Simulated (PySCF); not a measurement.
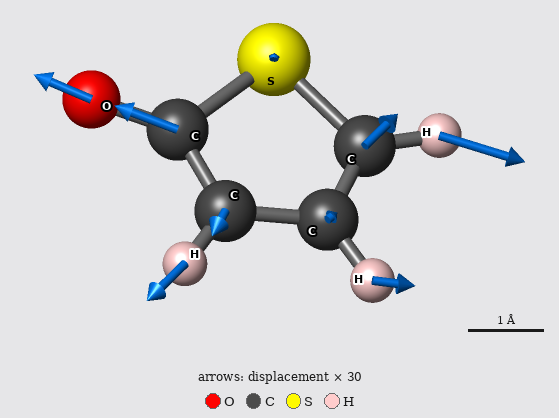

This is a relaxation of C4H3OS (charge −1). The starting structure is drawn; blue arrows show the displacements, magnified 30 times. The two geometries are superimposed by the best rigid fit.

Style: ball-and-stick. Shown at a tilt.

The start comes from GFN2-xTB.

Computed with PBE0-D3(BJ)/def2-SVP geometry optimisation, gas phase (PySCF 2.14.0, density-fitted response routines). 

What happened in the run?

An H atom moves most after the best rigid fit: 0.041 Å. Largest moves by element: H 0.041 Å, C 0.030 Å, O 0.028 Å, S 0.003 Å. Some distances before and after: C–C 1.380 → 1.411 Å, C–C 1.353 → 1.371 Å, C–S 1.864 → 1.882 Å, C–H 1.075 → 1.091 Å. Bond angles that change, for instance: S–C–H 119.0° → 121.5°. The energy falls by 0.058 eV in 5 geometry steps. The run took of the order of 50 core-seconds on a shared host.

Limits of the set-up: the basis has no diffuse functions, which an anion needs.
